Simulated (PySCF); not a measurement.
# Geometry relaxation of AlBrCl

System: AlBrCl, multiplicity 2.
Method: HCTH407/cc-pCVDZ, UKS, dispersion D3(BJ) (PySCF 2.14.0).

The geometry comes from this level: PBE0-D4/def2-TZVP. Figures and captions count atoms from 1; the log counts them from 0 in places.

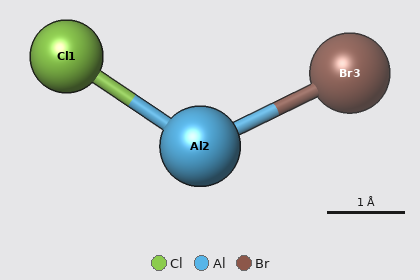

Fig. 1: The starting structure (ball-and-stick view, seen at a tilt; atoms are numbered from 1 in the order of the input). Sticks mark near contacts. Bond lengths as drawn: Al–Br 2.27 Å and Al–Cl 2.10 Å.

**Summary**

| quantity | value |
| --- | --- |
| outcome | converged |
| total energy | −3278.413603 hartree |
| basis functions | 107 |
| ⟨S²⟩ | 0.754 |
| dipole moment | 1.32 D |
| hardware | 1 thread of Arm Neoverse V1, 24 GiB of memory available, shared host |
| wall time | 2.5 min |
| peak memory | 0.89 GiB |

**Remarks**

Settings chosen away from the usual ones: tied set to false; solver set to newton (from DIIS+newton); damp set to 0.4; cart set to true.

**The input (input.py)**
```python
# [Cl][Al][Br]
from pyscf import gto, dft
from pyscf.geomopt.geometric_solver import kernel as optimise

system = gto.Mole()
system.atom = '''
Cl   0.439900   1.761100   0.423900
Al  -0.648100   0.131300  -0.337700
Br   0.197100  -1.957200  -0.099400
'''
system.basis = 'cc-pcvdz'
system.max_memory = 1860
system.cart = True
system.spin = 1
system.verbose = 3
system.build()

mf = dft.UKS(system, xc='hcth407')
mf = mf.density_fit(auxbasis='def2-universal-jfit')
mf.max_cycle = 100
mf.diis_start_cycle = 3
mf.damp = 0.4
mf.disp = 'd3bj'
mf = mf.newton()
converged, mol_eq = optimise(mf, maxsteps=100, convergence_set='GAU_LOOSE', coordsys='dlc')
print('converged:', converged)
print(mol_eq.tostring())

mf.reset(mol_eq)
system = mol_eq
mf.kernel()
etot = mf.e_tot
print('E(%s) = %.9f' % ('HCTH407', etot))
dip = mf.dip_moment()
pop, q = mf.mulliken_pop()
```

Command:
```bash
OMP_NUM_THREADS=1 python input.py
```

**Output**
```
#|     Arguments passed to driver run_optimizer():      |#
convergence_set           GAU_LOOSE
coordsys                  dlc
customengine              <pyscf.geomopt.geometric_solver.PySCFEngine object>
maxiter                   100
----------------------------------------------------------
Custom engine selected.
Bonds will be generated from interatomic distances less than 1.20 times sum of covalent radii
3 internal coordinates being used (instead of 9 Cartesians)
Internal coordinate system (atoms numbered from 1):
Distance 1-2
Distance 2-3
Angle 1-2-3
<class 'geometric.internal.Distance'> : 2
<class 'geometric.internal.Angle'> : 1
> ===== Optimization Info: ====
> Job type: Energy minimization
> Maximum number of optimization cycles: 100
> Initial / maximum trust radius (Angstrom): 0.100 / 0.300
> Convergence Criteria:
> Will converge when all 5 criteria are reached:
>  |Delta-E| < 1.00e-06
>  RMS-Grad  < 1.70e-03
>  Max-Grad  < 2.50e-03
>  RMS-Disp  < 6.70e-03
>  Max-Disp  < 1.00e-02
> === End Optimization Info ===

Geometry optimization cycle 1
Cartesian coordinates (Angstrom)
 Atom        New coordinates             dX        dY        dZ
  Cl   0.439900   1.761100   0.423900    0.000000  0.000000  0.000000
  Al  -0.648100   0.131300  -0.337700    0.000000  0.000000  0.000000
  Br   0.197100  -1.957200  -0.099400    0.000000  0.000000  0.000000

WARN: Mole.unit (angstrom) is changed to Bohr

WARN: HOMO -0.17608911291444 >= LUMO -0.17608911291444

converged SCF energy = -3278.41331711632  <S^2> = 0.75421828  2S+1 = 2.0042138
--------------- SecondOrderDFUKS_Scanner gradients ---------------
         x                y                z
0 Cl    -0.0026119854    -0.0033197071    -0.0017238107
1 Al    -0.0000337166     0.0106661987     0.0011093983
2 Br     0.0026011017    -0.0072733785     0.0006659932
----------------------------------------------
cycle 1: E = -3278.41331712  dE = -3278.41  norm(grad) = 0.0139973
Step    0 : Gradient = 8.081e-03/1.072e-02 (rms/max) Energy = -3278.4133171163
Hessian Eigenvalues: 1.59912e-01 2.50000e-01 2.50847e-01

Geometry optimization cycle 2
Cartesian coordinates (Angstrom)
 Atom        New coordinates             dX        dY        dZ
  Cl   0.443290   1.756560   0.425260    0.003390 -0.004540  0.001360
  Al  -0.649844   0.119391  -0.339900   -0.001744 -0.011909 -0.002200
  Br   0.195453  -1.940751  -0.098560   -0.001647  0.016449  0.000840
converged SCF energy = -3278.41358855954  <S^2> = 0.75421284  2S+1 = 2.0042084
--------------- SecondOrderDFUKS_Scanner gradients ---------------
         x                y                z
0 Cl    -0.0010633023    -0.0012452579    -0.0006656623
1 Al     0.0009318108     0.0019932240     0.0007201470
2 Br     0.0000494338    -0.0006605069    -0.0000195038
----------------------------------------------
cycle 2: E = -3278.41358856  dE = -0.000271443  norm(grad) = 0.00298719
Step    1 : Displace = 1.235e-02/1.655e-02 (rms/max) Trust = 1.000e-01 (=) Grad = 1.725e-03/2.315e-03 (rms/max) E (change) = -3278.4135885595 (-2.714e-04) Quality = 1.155
Hessian Eigenvalues: 1.46392e-01 2.33160e-01 2.50372e-01

Geometry optimization cycle 3
Cartesian coordinates (Angstrom)
 Atom        New coordinates             dX        dY        dZ
  Cl   0.445168   1.756133   0.426233    0.001878 -0.000427  0.000973
  Al  -0.652329   0.117108  -0.341488   -0.002485 -0.002282 -0.001588
  Br   0.196061  -1.938041  -0.097945    0.000607  0.002710  0.000615
converged SCF energy = -3278.41360146669  <S^2> = 0.75420911  2S+1 = 2.0042047
--------------- SecondOrderDFUKS_Scanner gradients ---------------
         x                y                z
0 Cl    -0.0002875534    -0.0002386749    -0.0001390729
1 Al     0.0004187303     0.0001089952     0.0002446090
2 Br    -0.0002243980     0.0002014491    -0.0000764457
----------------------------------------------
cycle 3: E = -3278.41360147  dE = -1.29071e-05  norm(grad) = 0.0007091
Step    2 : Displace = 2.981e-03/3.729e-03 (rms/max) Trust = 1.414e-01 (+) Grad = 4.094e-04/4.970e-04 (rms/max) E (change) = -3278.4136014667 (-1.291e-05) Quality = 1.149
Hessian Eigenvalues: 1.46729e-01 1.92061e-01 2.55148e-01

Geometry optimization cycle 4
Cartesian coordinates (Angstrom)
 Atom        New coordinates             dX        dY        dZ
  Cl   0.445974   1.755758   0.426631    0.000806 -0.000375  0.000398
  Al  -0.653797   0.117045  -0.342291   -0.001468 -0.000064 -0.000803
  Br   0.196723  -1.937603  -0.097540    0.000662  0.000438  0.000405
converged SCF energy = -3278.41360286292  <S^2> = 0.75420711  2S+1 = 2.0042027
--------------- SecondOrderDFUKS_Scanner gradients ---------------
         x                y                z
0 Cl    -0.0000358241     0.0000486538     0.0000277423
1 Al     0.0000678419    -0.0000625221     0.0000366252
2 Br    -0.0001270110     0.0000781135    -0.0000364807
----------------------------------------------
cycle 4: E = -3278.41360286  dE = -1.39623e-06  norm(grad) = 0.000194519
Step    3 : Displace = 1.231e-03/1.675e-03 (rms/max) Trust = 2.000e-01 (+) Grad = 1.123e-04/1.535e-04 (rms/max) E (change) = -3278.4136028629 (-1.396e-06) Quality = 1.334
Hessian Eigenvalues: 1.29153e-01 1.67416e-01 2.64769e-01

Geometry optimization cycle 5
Cartesian coordinates (Angstrom)
 Atom        New coordinates             dX        dY        dZ
  Cl   0.446275   1.755238   0.426739    0.000300 -0.000520  0.000108
  Al  -0.654468   0.117208  -0.342637   -0.000671  0.000163 -0.000346
  Br   0.197093  -1.937245  -0.097302    0.000370  0.000357  0.000238
converged SCF energy = -3278.41360309779  <S^2> = 0.75420575  2S+1 = 2.0042013
--------------- SecondOrderDFUKS_Scanner gradients ---------------
         x                y                z
0 Cl     0.0000060585     0.0000637768     0.0000521200
1 Al    -0.0000263271    -0.0000124981    -0.0000090855
2 Br    -0.0000743664     0.0000109636    -0.0000149392
----------------------------------------------
cycle 5: E = -3278.4136031  dE = -2.34873e-07  norm(grad) = 0.000116732
```

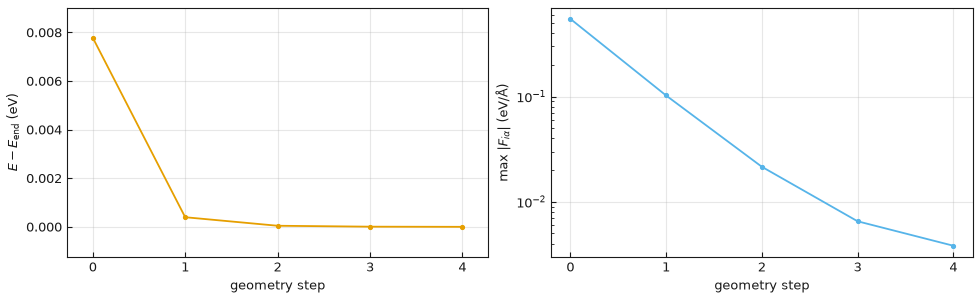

Fig. 2: Progress of the relaxation, step by step (steps are counted from 0).

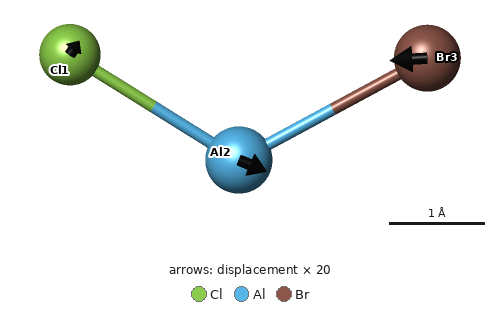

Fig. 3: The starting structure with the displacements as black arrows, magnified 20 times (ball-and-stick view, seen at a tilt). The two geometries are laid on each other by the best rigid fit. Br3 moves most after the best rigid fit: 0.020 Å. Largest moves by element: Br 0.020 Å, Al 0.016 Å, Cl 0.009 Å. Distances before and after: Al2–Br3 2.266 → 2.237 Å, Cl1–Al2 2.102 → 2.118 Å. After 4 geometry steps the energy has fallen by 0.008 eV. The largest force component goes from 0.55 to 0.0038 eV/Å. (Atoms are counted from 1 in the order of the input.)

```
Step    4 : Displace = 6.560e-04/7.723e-04 (rms/max) Trust = 2.828e-01 (+) Grad = 6.740e-05/8.259e-05 (rms/max) E (change) = -3278.4136030978 (-2.349e-07) Quality = 1.923
Hessian Eigenvalues: 1.29153e-01 1.67416e-01 2.64769e-01
Converged! =D

converged: True
Cl          0.44627494        1.75523753        0.42673911
Al         -0.65446809        0.11720775       -0.34263723
Br          0.19709316       -1.93724528       -0.09730187

WARN: HOMO -0.175948274559133 >= LUMO -0.175948274559119

converged SCF energy = -3278.41360309779  <S^2> = 0.75420551  2S+1 = 2.0042011
E(HCTH407) = -3278.413603098
Dipole moment(X, Y, Z, Debye): -1.13674, -0.20481, -0.63794
 ** Mulliken pop       alpha | beta **
pop of  0 Cl 1s        0.99733 | 0.99733
pop of  0 Cl 2s        1.01157 | 1.01168
pop of  0 Cl 3s        0.47614 | 0.47127
pop of  0 Cl 4s        0.44286 | 0.44854
pop of  0 Cl 5s        0.00498 | 0.00486
pop of  0 Cl 2px       1.00701 | 1.00678
pop of  0 Cl 2py       1.00697 | 1.00682
pop of  0 Cl 2pz       1.00698 | 1.00683
pop of  0 Cl 3px       0.54119 | 0.50095
pop of  0 Cl 3py       0.51762 | 0.50378
pop of  0 Cl 3pz       0.53151 | 0.51859
pop of  0 Cl 4px       0.36484 | 0.35708
pop of  0 Cl 4py       0.33727 | 0.33713
pop of  0 Cl 4pz       0.37635 | 0.37675
pop of  0 Cl 5px      -0.00550 | -0.00536
pop of  0 Cl 5py      -0.00550 | -0.00536
pop of  0 Cl 5pz      -0.00550 | -0.00537
pop of  0 Cl 3dxx      0.00802 | 0.00702
pop of  0 Cl 3dxy      0.00251 | 0.00230
pop of  0 Cl 3dxz      0.00097 | 0.00076
pop of  0 Cl 3dyy      0.01234 | 0.01230
pop of  0 Cl 3dyz      0.00160 | 0.00151
pop of  0 Cl 3dzz      0.00574 | 0.00611
pop of  0 Cl 4dxx      0.00042 | 0.00041
pop of  0 Cl 4dxy      0.00001 | 0.00001
pop of  0 Cl 4dxz      0.00000 | 0.00000
pop of  0 Cl 4dyy      0.00043 | 0.00042
pop of  0 Cl 4dyz      0.00000 | 0.00000
pop of  0 Cl 4dzz      0.00042 | 0.00040
pop of  1 Al 1s        0.99729 | 0.99730
pop of  1 Al 2s        1.00813 | 1.00987
pop of  1 Al 3s        0.53767 | 0.27805
pop of  1 Al 4s        0.30130 | 0.09250
pop of  1 Al 5s        0.00450 | 0.00219
pop of  1 Al 2px       1.01348 | 1.01166
pop of  1 Al 2py       1.01507 | 1.01362
pop of  1 Al 2pz       1.01246 | 1.01079
pop of  1 Al 3px       0.22676 | 0.06348
pop of  1 Al 3py       0.19251 | 0.17537
pop of  1 Al 3pz       0.11460 | 0.05592
pop of  1 Al 4px       0.09254 | 0.04927
pop of  1 Al 4py       0.02951 | 0.03318
pop of  1 Al 4pz       0.06117 | 0.05407
pop of  1 Al 5px      -0.01125 | -0.00987
pop of  1 Al 5py      -0.01182 | -0.01053
pop of  1 Al 5pz      -0.01074 | -0.00933
pop of  1 Al 3dxx      0.03127 | -0.00311
pop of  1 Al 3dxy      0.04362 | 0.04350
pop of  1 Al 3dxz      0.00842 | 0.01064
pop of  1 Al 3dyy      0.03710 | 0.03928
pop of  1 Al 3dyz      0.03688 | 0.03315
pop of  1 Al 3dzz      0.01705 | -0.01336
pop of  1 Al 4dxx     -0.00052 | -0.00075
pop of  1 Al 4dxy      0.00003 | 0.00003
pop of  1 Al 4dxz      0.00001 | 0.00001
pop of  1 Al 4dyy     -0.00049 | -0.00093
pop of  1 Al 4dyz      0.00002 | 0.00002
pop of  1 Al 4dzz     -0.00035 | -0.00056
pop of  2 Br 1s        1.00281 | 1.00281
pop of  2 Br 2s        0.99845 | 0.99841
pop of  2 Br 3s        0.97302 | 0.97257
pop of  2 Br 4s        0.54135 | 0.53675
pop of  2 Br 5s        0.36236 | 0.36791
pop of  2 Br 6s       -0.00640 | -0.00618
pop of  2 Br 2px       1.00097 | 1.00098
pop of  2 Br 2py       1.00098 | 1.00098
pop of  2 Br 2pz       1.00097 | 1.00097
pop of  2 Br 3px       1.01513 | 1.01495
pop of  2 Br 3py       1.01512 | 1.01493
pop of  2 Br 3pz       1.01509 | 1.01498
pop of  2 Br 4px       0.48364 | 0.44897
pop of  2 Br 4py       0.44901 | 0.41286
pop of  2 Br 4pz       0.47321 | 0.46790
pop of  2 Br 5px       0.43557 | 0.42024
pop of  2 Br 5py       0.35480 | 0.34270
pop of  2 Br 5pz       0.44586 | 0.44650
pop of  2 Br 6px      -0.00417 | -0.00409
pop of  2 Br 6py      -0.00424 | -0.00413
pop of  2 Br 6pz      -0.00417 | -0.00406
pop of  2 Br 3dxx      0.68579 | 0.68589
pop of  2 Br 3dxy      1.00429 | 1.00440
pop of  2 Br 3dxz      1.00464 | 1.00471
pop of  2 Br 3dyy      0.68500 | 0.68515
pop of  2 Br 3dyz      1.00434 | 1.00442
pop of  2 Br 3dzz      0.68593 | 0.68595
pop of  2 Br 4dxx      0.01552 | 0.01448
pop of  2 Br 4dxy      0.00929 | 0.00847
pop of  2 Br 4dxz      0.00601 | 0.00584
pop of  2 Br 4dyy      0.02823 | 0.02719
pop of  2 Br 4dyz      0.00763 | 0.00726
pop of  2 Br 4dzz      0.01306 | 0.01377
pop of  2 Br 5dxx     -0.00802 | -0.00791
pop of  2 Br 5dxy     -0.01004 | -0.01005
pop of  2 Br 5dxz     -0.01028 | -0.01029
pop of  2 Br 5dyy     -0.00751 | -0.00739
pop of  2 Br 5dyz     -0.01009 | -0.01010
pop of  2 Br 5dzz     -0.00807 | -0.00798
pop of  2 Br 4fxxx    -0.00602 | -0.00600
pop of  2 Br 4fxxy    -0.00203 | -0.00202
pop of  2 Br 4fxxz    -0.00200 | -0.00200
pop of  2 Br 4fxyy    -0.00193 | -0.00193
pop of  2 Br 4fxyz     0.00000 | 0.00000
pop of  2 Br 4fxzz    -0.00202 | -0.00201
pop of  2 Br 4fyyy    -0.00587 | -0.00584
pop of  2 Br 4fyyz    -0.00193 | -0.00192
pop of  2 Br 4fyzz    -0.00204 | -0.00203
pop of  2 Br 4fzzz    -0.00604 | -0.00603
In total            33.00000 | 32.00000
 ** Mulliken atomic charges   ( Nelec_alpha | Nelec_beta ) **
charge of  0Cl =     -0.20215  (     8.63859      8.56356 )
charge of  1Al =      0.32834  (     6.74622      5.92544 )
charge of  2Br =     -0.12618  (    17.61518     17.51100 )
```

**Trajectory as extended XYZ (Å, eV, eV/Å), 5 frames, from step=0 to step=4**
```
3
Properties=species:S:1:pos:R:3:forces:R:3 step=0 energy=-89210.17105
Cl    0.4399    1.7611    0.4239    0.1343   0.1707   0.0886
Al   -0.6481    0.1313   -0.3377    0.0017  -0.5485  -0.0570
Br    0.1971   -1.9572   -0.0994   -0.1338   0.3740  -0.0342
3
Properties=species:S:1:pos:R:3:forces:R:3 step=1 energy=-89210.17843
Cl    0.4433    1.7566    0.4253    0.0547   0.0640   0.0342
Al   -0.6498    0.1194   -0.3399   -0.0479  -0.1025  -0.0370
Br    0.1955   -1.9408   -0.0986   -0.0025   0.0340   0.0010
3
Properties=species:S:1:pos:R:3:forces:R:3 step=2 energy=-89210.17878
Cl    0.4452    1.7561    0.4262    0.0148   0.0123   0.0072
Al   -0.6523    0.1171   -0.3415   -0.0215  -0.0056  -0.0126
Br    0.1961   -1.9380   -0.0979    0.0115  -0.0104   0.0039
3
Properties=species:S:1:pos:R:3:forces:R:3 step=3 energy=-89210.17882
Cl    0.4460    1.7558    0.4266    0.0018  -0.0025  -0.0014
Al   -0.6538    0.1170   -0.3423   -0.0035   0.0032  -0.0019
Br    0.1967   -1.9376   -0.0975    0.0065  -0.0040   0.0019
3
Properties=species:S:1:pos:R:3:forces:R:3 step=4 energy=-89210.17883
Cl    0.4463    1.7552    0.4267   -0.0003  -0.0033  -0.0027
Al   -0.6545    0.1172   -0.3426    0.0014   0.0006   0.0005
Br    0.1971   -1.9372   -0.0973    0.0038  -0.0006   0.0008
```
